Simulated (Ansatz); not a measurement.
## Breaking a bond in [AlH3]− (SMILES [AlH3-])

[AlH3]−: 4 atoms, total charge -1, spin state doublet. SMILES: `[AlH3-]`. Geometry: a GFN2-xTB relaxation, a rough one for these elements and not checked as a minimum.

```xyz
4

Al   -0.1611    0.4553   -0.3073
H     0.4719    0.7541    1.2244
H    -1.3501   -0.6839    0.0505
H     1.0393   -0.5256   -0.9677
```

The Al1–H2 distance is scanned; the parts on either side stay rigid. Basis 3-21G, 5 core orbitals frozen in the correlated methods; program Ansatz 0.2.0. FCI is exact within this basis and core. Energies in eV from each method's value at 1.684 Å; open shells run as named. The set has no diffuse functions, which an anion needs. The shape above is that at 1.684 Å.

```
distance (Å)  U-revPBE  U-r2SCAN  UPBE0  UB3LYP  UHSE06  RPA@PBE   FCI
       1.684      0.00      0.00   0.00    0.00    0.00     0.00  0.00
       2.105      0.46      0.53   0.53    0.52    0.53     0.43  0.45
       2.526      1.19      1.31   1.33    1.29    1.33     1.11  1.17
       3.368      2.20      2.34   2.41    2.27    2.40     2.01  2.23
       4.210      2.53      2.70   2.77    2.59    2.75     2.21  2.61
```

Departure from the FCI curve at its largest: U-revPBE -0.08 eV at 4.21 Å; U-r2SCAN +0.15 eV at 2.53 Å; UPBE0 +0.19 eV at 3.37 Å; UB3LYP +0.12 eV at 2.53 Å; UHSE06 +0.18 eV at 3.37 Å; RPA@PBE -0.40 eV at 4.21 Å. For the functionals part of the departure is owed to the small basis.

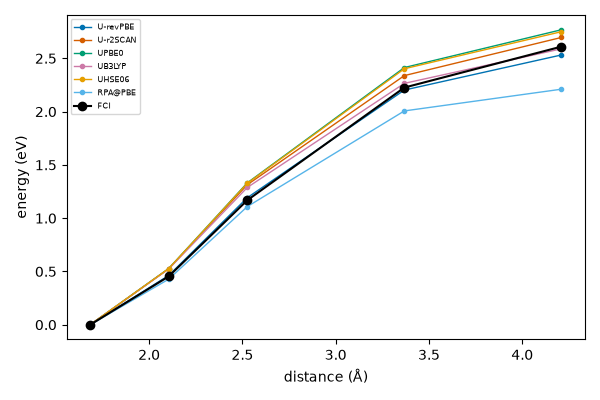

The curves of the table.
